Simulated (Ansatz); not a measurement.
**C2H5AlO: geometry relaxation (part 2 of 2)**

Continued. System: C2H5AlO. Method: HF/6-31G*, RHF (Ansatz 0.2.0). The geometry comes from this level: PBE0-D4/def2-TZVP.

Geometry of the input (Å):
```
C  -0.6709  1.3202  -1.0815
Al 0.0513  -0.0767  0.0442
C  0.6787  -1.2802  1.3493
O  0.7893  -1.6095  -0.0979
H  0.0397  1.5750  -1.8721
H  -0.9002  2.2260  -0.5175
H  -1.5912  0.9768  -1.5621
H  0.0385  -1.9805  1.8877
H  1.6532  -1.1974  1.8328
```

### Trajectory as extended XYZ, continued
```
9
Properties=species:S:1:pos:R:3:forces:R:3 step=4 energy=-10758.71888
C    -0.6754    1.3266   -1.0907    0.0020  -0.0039  -0.0037
Al    0.0584   -0.0927    0.0322   -0.0023   0.0031  -0.0115
C     0.6808   -1.2834    1.3594   -0.0050   0.0102  -0.0084
O     0.7953   -1.6190   -0.0706    0.0016  -0.0027   0.0044
H     0.0229    1.5939   -1.8794    0.0017   0.0014  -0.0007
H    -0.9006    2.2246   -0.5240    0.0008   0.0015   0.0086
H    -1.5940    0.9995   -1.5716   -0.0032  -0.0012   0.0005
H     0.0530   -1.9849    1.8908   -0.0066  -0.0086   0.0056
H     1.6480   -1.2109    1.8368    0.0110   0.0001   0.0052
9
Properties=species:S:1:pos:R:3:forces:R:3 step=6 energy=-10758.71895
C    -0.6751    1.3258   -1.0919    0.0008  -0.0014   0.0019
Al    0.0597   -0.0959    0.0269    0.0030  -0.0059  -0.0009
C     0.6800   -1.2822    1.3592   -0.0010   0.0026   0.0005
O     0.7983   -1.6220   -0.0697   -0.0025   0.0050  -0.0027
H     0.0208    1.5967   -1.8814    0.0001   0.0001  -0.0005
H    -0.8973    2.2208   -0.5190    0.0000   0.0004   0.0001
H    -1.5960    1.0019   -1.5707   -0.0006   0.0001  -0.0003
H     0.0516   -1.9833    1.8910   -0.0001  -0.0008   0.0009
H     1.6464   -1.2080    1.8385    0.0004  -0.0002   0.0011
9
Properties=species:S:1:pos:R:3:forces:R:3 step=9 energy=-10758.71896
C    -0.6751    1.3254   -1.0919   -0.0006   0.0009  -0.0022
Al    0.0606   -0.0966    0.0257   -0.0022   0.0054   0.0003
C     0.6785   -1.2823    1.3593    0.0010  -0.0028  -0.0008
O     0.8057   -1.6190   -0.0701    0.0019  -0.0035   0.0028
H     0.0170    1.5922   -1.8862   -0.0008  -0.0007   0.0008
H    -0.8906    2.2224   -0.5194    0.0002  -0.0003   0.0000
H    -1.6003    1.0043   -1.5644    0.0007   0.0004   0.0004
H     0.0504   -1.9873    1.8863    0.0003   0.0003  -0.0007
H     1.6422   -1.2053    1.8437   -0.0005   0.0002  -0.0006
9
Properties=species:S:1:pos:R:3:forces:R:3 step=11 energy=-10758.71897
C    -0.6755    1.3250   -1.0920   -0.0034   0.0043  -0.0067
Al    0.0618   -0.0964    0.0252   -0.0019   0.0057   0.0003
C     0.6757   -1.2835    1.3594    0.0034  -0.0080  -0.0024
O     0.8221   -1.6113   -0.0705    0.0010  -0.0016   0.0079
H     0.0086    1.5810   -1.8969   -0.0043  -0.0019   0.0051
H    -0.8761    2.2273   -0.5222    0.0010  -0.0045  -0.0028
H    -1.6097    1.0092   -1.5505    0.0060   0.0025   0.0031
H     0.0482   -1.9973    1.8754    0.0031   0.0035  -0.0023
H     1.6332   -1.2003    1.8550   -0.0049   0.0000  -0.0022
9
Properties=species:S:1:pos:R:3:forces:R:3 step=14 energy=-10758.71900
C    -0.6765    1.3246   -1.0924   -0.0044   0.0078  -0.0077
Al    0.0637   -0.0948    0.0259    0.0045  -0.0070  -0.0009
C     0.6702   -1.2868    1.3593    0.0028  -0.0053   0.0012
O     0.8555   -1.5939   -0.0703   -0.0045   0.0081   0.0052
H    -0.0090    1.5569   -1.9182   -0.0086  -0.0028   0.0099
H    -0.8467    2.2380   -0.5301    0.0017  -0.0102  -0.0066
H    -1.6283    1.0196   -1.5216    0.0113   0.0045   0.0052
H     0.0450   -2.0188    1.8524    0.0057   0.0059  -0.0033
H     1.6145   -1.1912    1.8779   -0.0084  -0.0010  -0.0031
9
Properties=species:S:1:pos:R:3:forces:R:3 step=17 energy=-10758.71904
C    -0.6774    1.3235   -1.0929   -0.0069   0.0082  -0.0113
Al    0.0662   -0.0944    0.0248    0.0070  -0.0084  -0.0025
C     0.6635   -1.2902    1.3589    0.0033  -0.0069   0.0025
O     0.8946   -1.5738   -0.0691   -0.0072   0.0118   0.0093
H    -0.0312    1.5296   -1.9422   -0.0100  -0.0030   0.0129
H    -0.8115    2.2483   -0.5391    0.0014  -0.0117  -0.0076
H    -1.6488    1.0332   -1.4874    0.0146   0.0058   0.0061
H     0.0420   -2.0426    1.8253    0.0081   0.0068  -0.0044
H     1.5910   -1.1800    1.9045   -0.0103  -0.0027  -0.0051
9
Properties=species:S:1:pos:R:3:forces:R:3 step=19 energy=-10758.71907
C    -0.6781    1.3230   -1.0933   -0.0062   0.0072  -0.0080
Al    0.0674   -0.0939    0.0245    0.0095  -0.0121  -0.0012
C     0.6597   -1.2920    1.3590    0.0052  -0.0084  -0.0090
O     0.9165   -1.5617   -0.0678   -0.0102   0.0153   0.0168
H    -0.0443    1.5138   -1.9553   -0.0081  -0.0024   0.0108
H    -0.7915    2.2540   -0.5454    0.0010  -0.0103  -0.0066
H    -1.6598    1.0415   -1.4679    0.0122   0.0049   0.0047
H     0.0413   -2.0564    1.8097    0.0056   0.0066  -0.0033
H     1.5772   -1.1744    1.9193   -0.0090  -0.0008  -0.0042
9
Properties=species:S:1:pos:R:3:forces:R:3 step=22 energy=-10758.71913
C    -0.6794    1.3213   -1.0940   -0.0057   0.0055  -0.0085
Al    0.0712   -0.0937    0.0227    0.0020  -0.0020  -0.0032
C     0.6517   -1.2960    1.3581    0.0066  -0.0085  -0.0127
O     0.9625   -1.5361   -0.0637   -0.0075   0.0087   0.0228
H    -0.0736    1.4811   -1.9819   -0.0079  -0.0008   0.0106
H    -0.7490    2.2639   -0.5586    0.0004  -0.0095  -0.0071
H    -1.6817    1.0595   -1.4260    0.0129   0.0049   0.0043
H     0.0399   -2.0838    1.7762    0.0079   0.0056  -0.0020
H     1.5469   -1.1625    1.9502   -0.0087  -0.0040  -0.0042
9
Properties=species:S:1:pos:R:3:forces:R:3 step=24 energy=-10758.71916
C    -0.6801    1.3208   -1.0945   -0.0014  -0.0014  -0.0002
Al    0.0710   -0.0937    0.0225    0.0080  -0.0054  -0.0003
C     0.6487   -1.2979    1.3579    0.0041  -0.0047  -0.0212
O     0.9800   -1.5253   -0.0613   -0.0104   0.0111   0.0206
H    -0.0852    1.4681   -1.9914   -0.0005  -0.0004   0.0008
H    -0.7325    2.2677   -0.5651    0.0002  -0.0013  -0.0004
H    -1.6894    1.0676   -1.4102    0.0001   0.0016  -0.0003
H     0.0412   -2.0953    1.7634    0.0012   0.0005   0.0002
H     1.5347   -1.1583    1.9617   -0.0013   0.0000   0.0007
9
Properties=species:S:1:pos:R:3:forces:R:3 step=27 energy=-10758.71919
C    -0.6815    1.3194   -1.0953   -0.0062   0.0082  -0.0079
Al    0.0733   -0.0926    0.0223    0.0095  -0.0139  -0.0020
C     0.6425   -1.3020    1.3567    0.0070  -0.0067  -0.0114
O     1.0170   -1.5022   -0.0558   -0.0144   0.0166   0.0220
H    -0.1106    1.4402   -2.0119   -0.0091  -0.0007   0.0129
H    -0.6975    2.2754   -0.5791   -0.0002  -0.0126  -0.0083
H    -1.7059    1.0842   -1.3758    0.0152   0.0050   0.0038
H     0.0426   -2.1185    1.7352    0.0083   0.0081  -0.0030
H     1.5086   -1.1502    1.9866   -0.0101  -0.0040  -0.0060
9
Properties=species:S:1:pos:R:3:forces:R:3 step=29 energy=-10758.71922
C    -0.6816    1.3193   -1.0954    0.0006  -0.0006  -0.0004
Al    0.0735   -0.0927    0.0221   -0.0014   0.0013   0.0015
C     0.6422   -1.3023    1.3564   -0.0016   0.0024   0.0014
O     1.0189   -1.5005   -0.0548    0.0022  -0.0027  -0.0014
H    -0.1124    1.4387   -2.0128   -0.0005   0.0003  -0.0001
H    -0.6954    2.2753   -0.5801    0.0001   0.0003  -0.0003
H    -1.7064    1.0854   -1.3738   -0.0001   0.0002   0.0001
H     0.0430   -2.1196    1.7334    0.0008  -0.0006  -0.0004
H     1.5067   -1.1500    1.9878   -0.0001  -0.0008  -0.0004
9
Properties=species:S:1:pos:R:3:forces:R:3 step=32 energy=-10758.71925
C    -0.6824    1.3184   -1.0959   -0.0023   0.0024  -0.0022
Al    0.0741   -0.0925    0.0220    0.0034  -0.0037  -0.0012
C     0.6385   -1.3045    1.3559    0.0025  -0.0042  -0.0012
O     1.0400   -1.4868   -0.0509   -0.0041   0.0057   0.0021
H    -0.1277    1.4227   -2.0239   -0.0015  -0.0006   0.0027
H    -0.6752    2.2793   -0.5890    0.0002  -0.0031  -0.0012
H    -1.7151    1.0958   -1.3541    0.0034   0.0009   0.0012
H     0.0450   -2.1331    1.7170    0.0011   0.0025   0.0002
H     1.4911   -1.1457    2.0018   -0.0027   0.0001  -0.0003
9
Properties=species:S:1:pos:R:3:forces:R:3 step=35 energy=-10758.71926 accepted=F
C    -0.6838    1.3171   -1.0967   -0.0071   0.0088  -0.0070
Al    0.0757   -0.0920    0.0215    0.0067  -0.0111  -0.0037
C     0.6332   -1.3079    1.3547    0.0073  -0.0086  -0.0043
O     1.0712   -1.4659   -0.0446   -0.0123   0.0132   0.0163
H    -0.1510    1.3989   -2.0400   -0.0084   0.0001   0.0135
H    -0.6450    2.2843   -0.6025   -0.0010  -0.0128  -0.0088
H    -1.7274    1.1113   -1.3244    0.0168   0.0045   0.0033
H     0.0480   -2.1525    1.6925    0.0077   0.0094  -0.0025
H     1.4673   -1.1395    2.0224   -0.0098  -0.0035  -0.0068
9
Properties=species:S:1:pos:R:3:forces:R:3 step=37 energy=-10758.71927
C    -0.6842    1.3166   -1.0969   -0.0056   0.0070  -0.0062
Al    0.0759   -0.0921    0.0212    0.0061  -0.0101  -0.0023
C     0.6316   -1.3090    1.3543    0.0068  -0.0063  -0.0052
O     1.0807   -1.4593   -0.0423   -0.0111   0.0115   0.0145
H    -0.1583    1.3916   -2.0446   -0.0074   0.0004   0.0116
H    -0.6356    2.2854   -0.6068   -0.0011  -0.0107  -0.0076
H    -1.7309    1.1166   -1.3154    0.0144   0.0039   0.0026
H     0.0495   -2.1585    1.6849    0.0067   0.0078  -0.0017
H     1.4597   -1.1375    2.0285   -0.0087  -0.0035  -0.0058
9
Properties=species:S:1:pos:R:3:forces:R:3 step=40 energy=-10758.71928
C    -0.6841    1.3167   -1.0968   -0.0004   0.0014  -0.0018
Al    0.0759   -0.0922    0.0213    0.0006  -0.0034  -0.0007
C     0.6321   -1.3088    1.3544    0.0021  -0.0008  -0.0042
O     1.0780   -1.4610   -0.0427   -0.0034   0.0039   0.0053
H    -0.1567    1.3937   -2.0431   -0.0001  -0.0003   0.0009
H    -0.6381    2.2849   -0.6061    0.0002  -0.0007   0.0000
H    -1.7296    1.1155   -1.3179    0.0012  -0.0004   0.0012
H     0.0494   -2.1568    1.6870    0.0001   0.0004  -0.0003
H     1.4615   -1.1382    2.0268   -0.0003  -0.0002  -0.0004
9
Properties=species:S:1:pos:R:3:forces:R:3 step=42 energy=-10758.71926 accepted=F
C    -0.6861    1.3150   -1.0982   -0.0122   0.0104  -0.0072
Al    0.0760   -0.0928    0.0205    0.0080  -0.0039  -0.0025
C     0.6251   -1.3139    1.3526    0.0069  -0.0097   0.0001
O     1.1193   -1.4311   -0.0320   -0.0116   0.0077   0.0169
H    -0.1892    1.3614   -2.0635   -0.0144   0.0011   0.0237
H    -0.5966    2.2903   -0.6259   -0.0031  -0.0242  -0.0152
H    -1.7446    1.1387   -1.2780    0.0293   0.0087   0.0019
H     0.0565   -2.1838    1.6535    0.0148   0.0168  -0.0042
H     1.4281   -1.1301    2.0539   -0.0178  -0.0069  -0.0136
9
Properties=species:S:1:pos:R:3:forces:R:3 step=45 energy=-10758.71931
C    -0.6863    1.3146   -1.0981   -0.0026   0.0060  -0.0030
Al    0.0774   -0.0919    0.0207    0.0006  -0.0042  -0.0018
C     0.6245   -1.3143    1.3523    0.0041  -0.0030  -0.0002
O     1.1228   -1.4283   -0.0307   -0.0047   0.0040   0.0068
H    -0.1929    1.3585   -2.0647   -0.0044   0.0001   0.0076
H    -0.5934    2.2904   -0.6286   -0.0011  -0.0079  -0.0050
H    -1.7452    1.1406   -1.2743    0.0093   0.0019   0.0013
H     0.0569   -2.1853    1.6502    0.0044   0.0052  -0.0015
H     1.4248   -1.1306    2.0561   -0.0056  -0.0022  -0.0044
9
Properties=species:S:1:pos:R:3:forces:R:3 step=48 energy=-10758.71933
C    -0.6871    1.3139   -1.0983   -0.0003   0.0006  -0.0011
Al    0.0767   -0.0925    0.0203    0.0024  -0.0035  -0.0002
C     0.6224   -1.3158    1.3516    0.0018  -0.0004  -0.0040
O     1.1344   -1.4194   -0.0272   -0.0042   0.0035   0.0046
H    -0.2026    1.3491   -2.0696   -0.0002   0.0001   0.0003
H    -0.5812    2.2910   -0.6348    0.0000   0.0002  -0.0002
H    -1.7488    1.1484   -1.2633    0.0004  -0.0002   0.0005
H     0.0601   -2.1929    1.6407    0.0002  -0.0002   0.0000
H     1.4145   -1.1281    2.0634   -0.0001  -0.0003   0.0001
9
Properties=species:S:1:pos:R:3:forces:R:3 step=50 energy=-10758.71933
C    -0.6884    1.3127   -1.0990   -0.0005   0.0036  -0.0015
Al    0.0772   -0.0923    0.0202    0.0029  -0.0058  -0.0008
C     0.6184   -1.3189    1.3503    0.0037  -0.0007  -0.0039
O     1.1581   -1.4007   -0.0195   -0.0064   0.0047   0.0074
H    -0.2233    1.3299   -2.0802   -0.0024   0.0006   0.0037
H    -0.5568    2.2929   -0.6484   -0.0011  -0.0034  -0.0030
H    -1.7560    1.1631   -1.2397    0.0043   0.0007   0.0005
H     0.0656   -2.2082    1.6204    0.0023   0.0022  -0.0006
H     1.3937   -1.1247    2.0788   -0.0027  -0.0017  -0.0019
9
Properties=species:S:1:pos:R:3:forces:R:3 step=53 energy=-10758.71934 accepted=F
C    -0.6898    1.3114   -1.0997   -0.0044   0.0031  -0.0039
Al    0.0773   -0.0926    0.0199    0.0032  -0.0004  -0.0005
C     0.6140   -1.3227    1.3487    0.0017  -0.0030   0.0000
O     1.1846   -1.3789   -0.0098   -0.0045   0.0023   0.0057
H    -0.2476    1.3082   -2.0917   -0.0035   0.0004   0.0073
H    -0.5292    2.2948   -0.6650   -0.0011  -0.0073  -0.0032
H    -1.7632    1.1804   -1.2127    0.0086   0.0023   0.0001
H     0.0730   -2.2255    1.5972    0.0043   0.0046  -0.0010
H     1.3693   -1.1214    2.0960   -0.0043  -0.0021  -0.0045
9
Properties=species:S:1:pos:R:3:forces:R:3 step=55 energy=-10758.71934
C    -0.6898    1.3114   -1.0997   -0.0019   0.0018  -0.0016
Al    0.0774   -0.0924    0.0200    0.0022  -0.0019  -0.0006
C     0.6141   -1.3225    1.3487    0.0019  -0.0021  -0.0021
O     1.1837   -1.3795   -0.0100   -0.0040   0.0030   0.0044
H    -0.2469    1.3088   -2.0912   -0.0013   0.0001   0.0030
H    -0.5301    2.2946   -0.6646   -0.0004  -0.0032  -0.0014
H    -1.7629    1.1800   -1.2137    0.0038   0.0008   0.0003
H     0.0729   -2.2250    1.5979    0.0017   0.0024  -0.0002
H     1.3700   -1.1216    2.0954   -0.0019  -0.0008  -0.0018
9
Properties=species:S:1:pos:R:3:forces:R:3 step=58 energy=-10758.71934
C    -0.6903    1.3110   -1.0999   -0.0001  -0.0006   0.0000
Al    0.0771   -0.0926    0.0199    0.0004   0.0009   0.0005
C     0.6128   -1.3236    1.3482   -0.0003   0.0002  -0.0001
O     1.1910   -1.3731   -0.0070    0.0002  -0.0006  -0.0004
H    -0.2538    1.3025   -2.0942    0.0000   0.0001  -0.0002
H    -0.5220    2.2946   -0.6693    0.0001   0.0002   0.0001
H    -1.7647    1.1853   -1.2062   -0.0004   0.0002  -0.0002
H     0.0754   -2.2299    1.5913    0.0000  -0.0004   0.0001
H     1.3629   -1.1206    2.1001    0.0000   0.0001   0.0003
```

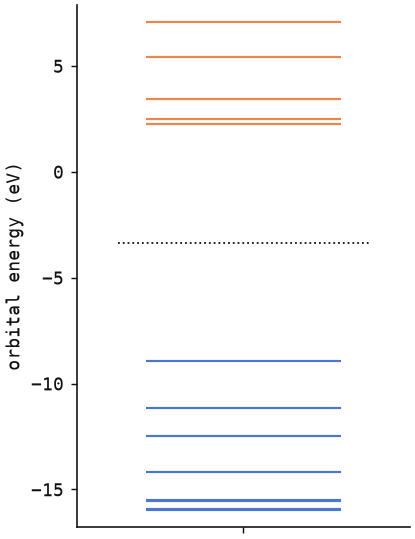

Figure 1. Orbital energies near the frontier; the dotted line parts filled from empty levels, and levels within 0.02 eV of each other stand side by side. Highest filled −8.95 eV, lowest empty 2.25 eV, 11.20 eV apart.

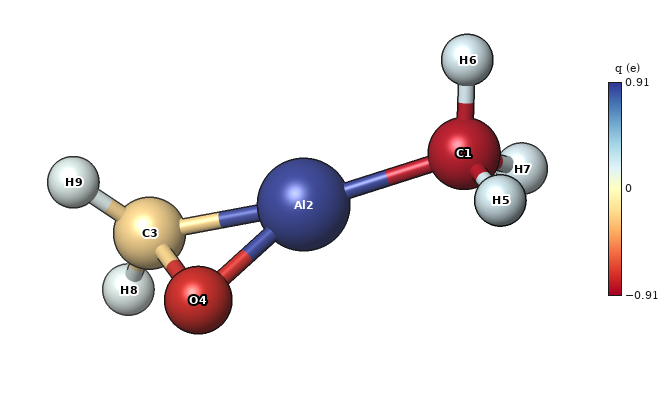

Figure 2. Mulliken charges, as the colour of each atom (ball-and-stick view, seen at a tilt; atoms are numbered from 1 in the order of the input; Mulliken charges depend strongly on the basis). By element: C −0.82 to −0.22, Al +0.87, O −0.74 and H +0.16 to +0.20 e.
